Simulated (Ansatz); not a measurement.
# Ag (Fm-3m, 1 atom in the cell): converging a phonon calculation

How do the frequencies of Ag (Fm-3m, 1 atom in the cell) move with q mesh, k mesh and cutoff?

Method: DFT PBE, scalar-relativistic, plane waves, PAW, in Ansatz 0.2.0.

## 1. Set-up

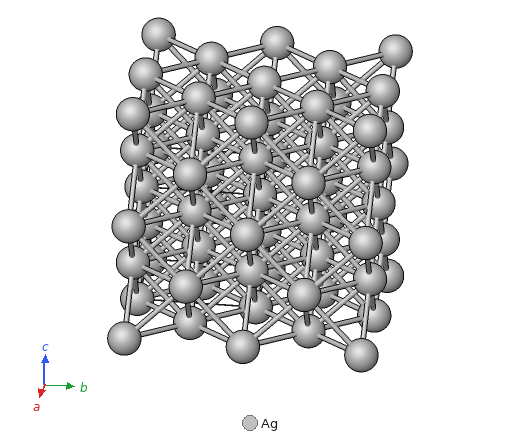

The cell as given, slightly off an axis (silver light grey). 2×2×2 cells are drawn. This picture shows the conventional cell, with its axes. Some periodic images of atoms are drawn too.

## 2. Tight relaxation

Phonons need a cell at rest on their own settings, so the relaxation is repeated with tight tolerances on forces and stress, using the mesh and the filling of the phonon run that follows.

input.yaml

```yaml
crystal:
  lattice:
    - [0.0, 2.0735892918, 2.0735892918]
    - [2.0735892918, 0.0, 2.0735892918]
    - [2.0735892918, 2.0735892918, 0.0]
  atoms:
    - { symbol: Ag, position: [0.0, 0.0, 0.0] }
kpoints:
  mp_grid: { grid: [20, 20, 20] }
hamiltonian:
  xc: pbe
scf:
  occupations: { method: methfessel_paxton, width: 0.2 }
output:
  forces: true
  stress: true
  eigenvalues: true
  write_density: true
  write_potential: true
  elf: true
  volumetric_format: npy
relax:
  adjacent_minimum: "off"
  f_tol: 0.001
  max_steps: 60
  cell: { stress_tol: 0.01 }
```

The run is started by

```sh
> ansatz run input.yaml --threads 4 --pin off --max-ram 7168MiB --backend cpu --events-out ev --progress --plain --runs-dir out
```

Numbers of over 12 decimals in the logs are rounded to 6 here.

Log:

```text
Engine: ansatz 0.2.0, aarch64-unknown-linux-gnu
Pseudopotentials: kind: paw
Pseudopotential: Ag, paw, valence charge 19, recommended cutoff 420 eV (normal), Ag.paw.azcp
Functional definition: PBE
  parameter kappa = 0.804
  parameter beta = 0.066725
  exchange = pbe_x(kappa = kappa, mu = beta*pi^2/3)
  correlation = pbe_c(beta = beta)
Crystal: 1 atoms, lattice volume = 17.832 Å³
[...]
--- Relaxed structure (3 steps of the walk, 3 accepted, 1 SCFs on fresh bases) ---
  F+E_penalty+E_count = -7590.55592506 eV   max|allowed force component| = 0.000e0 eV/Å   (the final SCF, on the basis selected at the relaxed cell)
  cell:  # Å, volume = 17.8348 Å³
    - [0, 2.073700, 2.073700]
    - [2.073700, 0, 2.073700]
    - [2.073700, 2.073700, 0]
  atoms:
    - { symbol: Ag, position: [0.0, 0.0, 0.0] }
[key lines of the parts left out:]
SCF converged after 4 iterations
Free energy (F): -7590.555925 eV
Fermi energy:    16.366987 eV
P = ⅓ Tr σ = -0.0004 GPa (-0.004 kbar)
```

Elapsed: 6.4 s, on 4 threads of Arm Neoverse N1, shared host; peak memory 0.35 GiB; 23 s of CPU time.

Little changed from the start: no atom moved by 0.005 Å and no cell edge by 0.1 %.

Numbers from this step:

```yaml
pressure: -4.10e-4 GPa
volume_per_atom: 17.83 Å³
gap_on_the_k_mesh: 0 eV
```

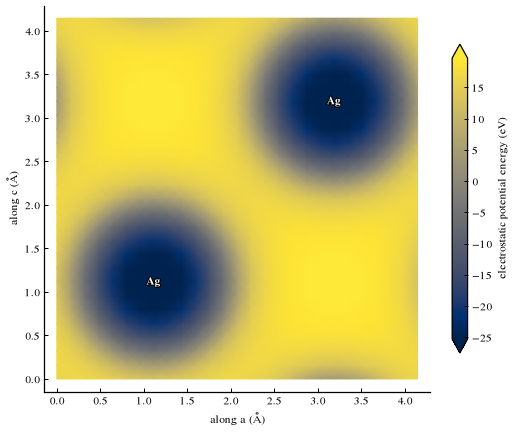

Electrostatic potential energy in the ac plane of the conventional cell at fractional y = 0.000, with atoms of Ag within 0.2 Å of it. With pseudopotentials it is smooth inside the atoms' cores, unlike the true potential. The map starts off the cell's origin, so that atoms lie inside it.

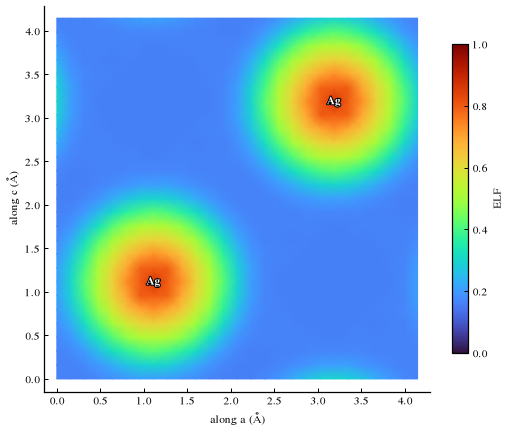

ELF in the ac plane of the conventional cell at fractional y = 0.000, with atoms of Ag within 0.2 Å of it. It is the smooth field of the valence electrons, not physical close to the nuclei. The map starts off the cell's origin, so that atoms lie inside it.

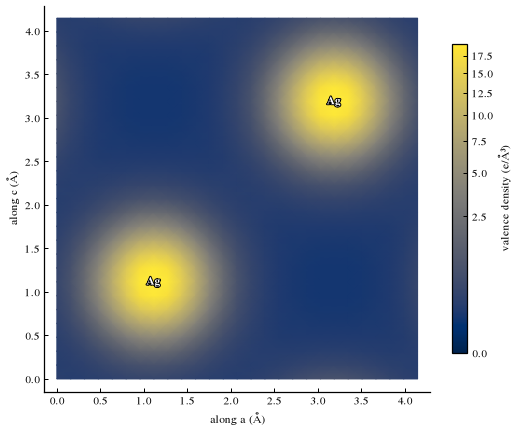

Valence density in the ac plane of the conventional cell at fractional y = 0.000, with atoms of Ag within 0.2 Å of it. It is the smooth field of the valence electrons, not physical close to the nuclei. The map starts off the cell's origin, so that atoms lie inside it. The colour scale is stretched toward low values.

The forces vanish by symmetry and the pressure is 0.000 GPa, within the tolerances set. The cell now holds 17.83 Å³/atom.

## 3. The dispersion

Stability and thermal properties need the whole zone. Linear response on a 4×4×4 q mesh gives force constants as far as a supercell of that size would.

input.yaml

```yaml
crystal:
  lattice:
    - [0.0, 2.0737002689, 2.0737002689]
    - [2.0737002689, 0.0, 2.0737002689]
    - [2.0737002689, 2.0737002689, 0.0]
  atoms:
    - { symbol: Ag, position: [0.0, 0.0, 0.0] }
kpoints:
  mp_grid: { grid: [20, 20, 20] }
hamiltonian:
  xc: pbe
scf:
  occupations: { method: methfessel_paxton, width: 0.2 }
output:
  eigenvalues: true
phonons:
  method: dfpt
  qmesh: [4, 4, 4]
  temperatures: { t_max: 1000, t_step: 50 }
  qpath:
    path:
      - [[0.0, 0.0, 0.0], [0.5, 0.0, 0.5], [0.625, 0.25, 0.625]]
      - [[0.375, 0.375, 0.75], [0.0, 0.0, 0.0], [0.5, 0.5, 0.5], [0.5, 0.25, 0.75], [0.5, 0.0, 0.5]]
    npoints: 10
```

Log:

```text
[...]
Crystal: 1 atoms, lattice volume = 17.835 Å³
Basis set: ecut = 420 eV, 339 PW (Γ), exchange–correlation on 40×40×40 points (8 copies of the dense FFT grid, shifted against one another)
Bands: 14, of which v1, the nominal top of the filled ones, is band 10 counted from 1 (9 counted from 0)
Symmetry: 48 space group operations
k-points: 256 of 8000
[...]
SCF iter   1: F=—  HF=-7590.555694 eV  |F-HF|=—  |Δ(HF+E_count)|=         —  Δρ=7.75e-4  dr2=1.56e-5  ethr=1.77e-3  ⟨swp⟩=4.0  Hψ=16948  notcnv=0
[...]
SCF iter   7: F=-7590.555925 eV  HF=-7590.555925 eV  |F-HF|=9.09e-13  |Δ(HF+E_count)|=  3.73e-11  S|Δr|=    0.00e0  Δρ=1.25e-7  dr2=1.60e-12  ethr=1.00e-12  ⟨swp⟩=5.9  Hψ=14081  notcnv=0
SCF 1 converged in 7 iterations: F = -7590.555925 eV  dr2 = 1.60e-12
[...]
NSCF: frozen V_eff on 256 k-points
[...]
DFPT response loops at q = (0, 0, 0) (fractional): preconditioner auto → Kerker (q_TF=auto, 2.757 Å⁻¹) (partly filled bands, converged f_vac=0.000); β = 1.00, the filter's whole step (`scf.mixing.beta` (0.50) is not read by the response loops under this deck's `scf.mixing.preconditioner`; to damp them name `kerker` or `kerker_dos`, under which they read `scf.mixing.beta`, and type it under 1.00, their step now; both keys bind the ground state too); Broyden in place of MSR1
[...]
SCF converged after 7 iterations
[...]
Free energy (F): -7590.555925 eV
[...]
Internal energy: -7590.556260 eV  (E = F + TS)
E sigma→0 (E₀):  -7590.556009 eV
Entropy (-TS):   0.000335 eV (0.335 meV/atom)
Fermi energy:    16.366988 eV
[...]
--- Band table (eV; the first three rows and the last of 256) ---
  k-point 0: bands = [... 6 lower, 11.7392, 11.7392, 12.6980, 12.6980, 32.1589, 35.4831, 35.4831, 35.4831]
  k-point 1: bands = [... 6 lower, 11.7597, 11.7597, 12.6902, 12.6902, 32.1686, 34.8004, 35.5072, 35.5072]
  k-point 2: bands = [... 6 lower, 11.8148, 11.8148, 12.6731, 12.6731, 31.9925, 33.5574, 35.5650, 35.5650]
  k-point 255: bands = [... 6 lower, 11.4930, 12.7104, 13.6303, 22.1525, 22.1525, 23.0434, 24.3077, 38.4507]
--- Phonons (Γ-DFPT): 1 representative perturbation + reference (Σ response iterations 3) ---
  ASR residual: 1.127e-4 → 0.000e0 eV/Å²; symmetrization residual: 1.122e-11 eV/Å²
  ASR residual per site (eV/Å²): 1.13e-4
  Γ frequencies (cm⁻¹): 0.00 0.00 0.00
--- Phonons (arbitrary-q DFPT): 8 irreducible q on the 4×4×4 mesh ---
  q = [0.0000, 0.0000, 0.0000] (star 1, of the zone-centre solve; hermiticity 3.99e-9, symmetrization 9.95e-8): -0.00 -0.00 -0.00
  q = [0.0000, 0.0000, 0.2500] (star 8, 1 solved perturbation on 4200 of 8000 k-point pairs; hermiticity 1.16e-7, symmetrization 5.80e-8): 48.85 48.85 115.33
[...]
q = [0.0000, 0.2500, 0.2500] (star 6, 2 solved perturbations in 3420 linear systems a pass and spin channel, the states on 2210 of 8000 k-point pairs; hermiticity 3.03e-8, symmetrization 1.92e-8): 74.11 74.11 116.50
[...]
sum rule: each row above includes the acoustic sum rule's correction from the zone centre's row sums; it moved no ω² by more than (0.53 cm⁻¹)²
  mesh force constants: q→R imaginary residual 0.00e0; ASR residual 1.127e-4 → 0.000e0 eV/Å²; symmetrization residual 2.665e-15 eV/Å²
  interpolated dispersion: 62 rows × 3 modes
  density of states and harmonic sums: on the 28×28×28 q-mesh, interpolated from the force constants of a 4×4×4 supercell (no non-analytic term)
  largest difference from the sums on the solved wave vectors: F 1.32e-2 eV, S 1.72e-5 and C_V 4.03e-6 eV/K
  zero-point energy: 0.019049 eV/cell   skipped modes (ω ≤ 0): 3   left out of the sums: 4.56e-5 of the cell's modes: C_V's classical limit lies that fraction below 3 k_B per atom; for a crystal, a wire or a layer, F and S can be off by more, and a phonons.interpolated_qmesh denser along its periods is the remedy for the sampling
```

Wall time 5.1 min (4 threads); peak memory 4 GiB; 19 min of CPU time.

Reading the cycles: dr2 is the Hartree energy of the density residual (eV), the measure of convergence; HF is the Harris–Foulkes estimate of the energy, which meets the free energy F at convergence.

Numbers from this step:

* sum-rule residual before enforcement: 1.13e-4 eV/Å²
* lowest frequency on the path: 0 cm⁻¹
* highest frequency on the path or at a solved wavevector: 158 cm⁻¹
* mean frequency: 102.4 cm⁻¹
* Debye temperature (second moment): 199 K
* logarithmic mean frequency: 96.8 cm⁻¹
* lowest mode on the q mesh (acoustic modes at Γ apart): 48.85 cm⁻¹
* zero-point energy per atom: 19.05 meV
* heat capacity at 300 K: 24.40 J/(mol atoms K)
* vibrational entropy at 300 K: 44.35 J/(mol atoms K)

Frequencies (cm⁻¹) solved at each irreducible wavevector; negative means imaginary. Frequencies by wavevector, by row:

```csv
q in reciprocal lattice units,star,mode 1,mode 2,mode 3
0 0 0,1,0,0,0
0 0 0.25,8,48.9,48.9,115.3
0 0 -0.5,4,70.8,70.8,158
0 0.25 0.25,6,74.1,74.1,116.5
0 0.25 -0.5,24,88.9,102.8,146.3
0 0.25 -0.25,12,69.6,103.9,137.3
0 -0.5 -0.5,3,105.3,105.3,156
0.25 -0.5 -0.25,6,100.5,129.7,129.7
```

Interpolated from a 4×4×4 q mesh. Phonon branches along the path, in cm⁻¹:

| point | branch 1 | branch 2 | branch 3 |
| --- | --- | --- | --- |
| Γ | 0 | 0 | 0 |
| X | 105 | 105 | 156 |
| U | 95 | 122 | 141 |
| jump to K | 95 | 122 | 141 |
| Γ | 0 | 0 | 0 |
| L | 71 | 71 | 158 |
| W | 100 | 130 | 130 |
| X | 105 | 105 | 156 |

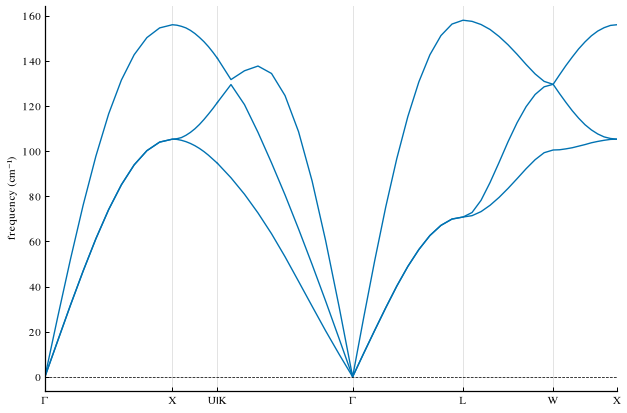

Phonon branches along the path.

Symmetry leaves 8 wavevectors to solve. The lowest mode among them, the acoustic zeros apart, lies at q = (0, 0, 0.25) and is real, 48.9 cm⁻¹.

## 4. Another q mesh, q mesh 2×2×2

The q mesh is changed to 2×2×2, to see how far the force constants must reach.

Changes to input.yaml since step 3:

```diff
@@ -17,3 +17,3 @@
   method: dfpt
-  qmesh: [4, 4, 4]
+  qmesh: [2, 2, 2]
   temperatures: { t_max: 1000, t_step: 50 }
```

Log:

```text
[...]
Crystal: 1 atoms, lattice volume = 17.835 Å³
Basis set: ecut = 420 eV, 339 PW (Γ), exchange–correlation on 40×40×40 points (8 copies of the dense FFT grid, shifted against one another)
Bands: 14, of which v1, the nominal top of the filled ones, is band 10 counted from 1 (9 counted from 0)
Symmetry: 48 space group operations
k-points: 256 of 8000
[...]
SCF iter   1: F=—  HF=-7590.555694 eV  |F-HF|=—  |Δ(HF+E_count)|=         —  Δρ=7.75e-4  dr2=1.56e-5  ethr=1.77e-3  ⟨swp⟩=4.0  Hψ=16948  notcnv=0
[...]
SCF iter   7: F=-7590.555925 eV  HF=-7590.555925 eV  |F-HF|=9.09e-13  |Δ(HF+E_count)|=  3.73e-11  S|Δr|=    0.00e0  Δρ=1.25e-7  dr2=1.60e-12  ethr=1.00e-12  ⟨swp⟩=5.9  Hψ=14081  notcnv=0
SCF 1 converged in 7 iterations: F = -7590.555925 eV  dr2 = 1.60e-12
[...]
SCF converged after 7 iterations
[...]
Free energy (F): -7590.555925 eV
[...]
Internal energy: -7590.556260 eV  (E = F + TS)
E sigma→0 (E₀):  -7590.556009 eV
Entropy (-TS):   0.000335 eV (0.335 meV/atom)
Fermi energy:    16.366988 eV
[...]
--- Band table (eV; the first three rows and the last of 256) ---
  k-point 0: bands = [... 6 lower, 11.7392, 11.7392, 12.6980, 12.6980, 32.1589, 35.4831, 35.4831, 35.4831]
  k-point 1: bands = [... 6 lower, 11.7597, 11.7597, 12.6902, 12.6902, 32.1686, 34.8004, 35.5072, 35.5072]
  k-point 2: bands = [... 6 lower, 11.8148, 11.8148, 12.6731, 12.6731, 31.9925, 33.5574, 35.5650, 35.5650]
  k-point 255: bands = [... 6 lower, 11.4930, 12.7104, 13.6303, 22.1525, 22.1525, 23.0434, 24.3077, 38.4507]
[...]
ASR residual: 1.127e-4 → 0.000e0 eV/Å²; symmetrization residual: 1.122e-11 eV/Å²
  ASR residual per site (eV/Å²): 1.13e-4
  Γ frequencies (cm⁻¹): 0.00 0.00 0.00
--- Phonons (arbitrary-q DFPT): 3 irreducible q on the 2×2×2 mesh ---
[...]
interpolated dispersion: 62 rows × 3 modes
[...]
```

Elapsed: 48 s, on 4 threads; peak memory 1.3 GiB; 3 min of CPU time.

This step gave:

```yaml
mean_frequency: 103.3 cm⁻¹
lowest_mode_on_the_q_mesh_acoustic_modes_at_gamma_apart: 70.83 cm⁻¹
```

Frequencies (cm⁻¹) solved at each irreducible wavevector; negative means imaginary. Frequencies by wavevector, by row:

```csv
q in reciprocal lattice units,star,mode 1,mode 2,mode 3
0 0 0,1,0,0,0
0 0 -0.5,4,70.8,70.8,158
0 -0.5 -0.5,3,105.3,105.3,156
```

Interpolated from a 2×2×2 q mesh, rough between the solved points. The phonon branches at the labelled points (cm⁻¹):

```
    point  branch 1  branch 2  branch 3
        Γ         0         0         0
        X       105       105       156
        U        96       126       143
jump to K        96       126       143
        Γ         0         0         0
        L        71        71       158
        W       105       133       133
        X       105       105       156
```

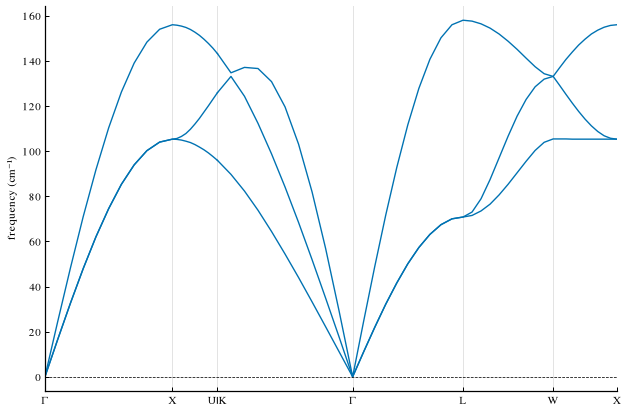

Phonon branches along the path.

The mean frequency is 103.3 cm⁻¹, +0.9 cm⁻¹ against the base run.

On this path the spectrum ends at 158 cm⁻¹ (at L). No branch goes imaginary on this path.

## 5. Another q mesh, k-mesh 21×21×21, q mesh 3×3×3

The q mesh is changed to 3×3×3, to see how far the force constants must reach; the k mesh is 21×21×21, against 20×20×20 in the base run, so that the q mesh divides it.

Changes to input.yaml since step 4:

```diff
@@ -8,3 +8,3 @@
 kpoints:
-  mp_grid: { grid: [20, 20, 20] }
+  mp_grid: { grid: [21, 21, 21] }
 hamiltonian:
@@ -17,3 +17,3 @@
   method: dfpt
-  qmesh: [2, 2, 2]
+  qmesh: [3, 3, 3]
   temperatures: { t_max: 1000, t_step: 50 }
```

Log:

```text
[...]
Crystal: 1 atoms, lattice volume = 17.835 Å³
Basis set: ecut = 420 eV, 339 PW (Γ), exchange–correlation on 40×40×40 points (8 copies of the dense FFT grid, shifted against one another)
Bands: 14, of which v1, the nominal top of the filled ones, is band 10 counted from 1 (9 counted from 0)
Symmetry: 48 space group operations
k-points: 286 of 9261
[...]
k-point 285: bands = [... 6 lower, 11.5934, 12.7170, 13.6145, 21.4876, 22.4744, 23.2917, 24.4966, 38.0712]
[...]
ASR residual: 2.497e-5 → 0.000e0 eV/Å²; symmetrization residual: 1.061e-11 eV/Å²
  ASR residual per site (eV/Å²): 2.50e-5
  Γ frequencies (cm⁻¹): 0.00 0.00 0.00
--- Phonons (arbitrary-q DFPT): 4 irreducible q on the 3×3×3 mesh ---
[...]
interpolated dispersion: 62 rows × 3 modes
[...]
[key lines of the parts left out:]
SCF converged after 7 iterations
Free energy (F): -7590.550908 eV
Fermi energy:    16.404967 eV
```

The job ended after 2.7 min (4 threads; peak memory 2.6 GiB).

The mean frequency is 102.4 cm⁻¹, +0.0 cm⁻¹ against the base run, whose k mesh differs too.

(Continued in part 2 of 3.)

[Logs are printed without paths, hosts, clocks, repeated set-up lines and the standing remarks that a program may print on its own settings, such as how far it seeks lower states.]

[Hosts, paths, dates, database ids (printed as entryN), source tags and the programs' standing remarks are cut or masked in the printed files.]
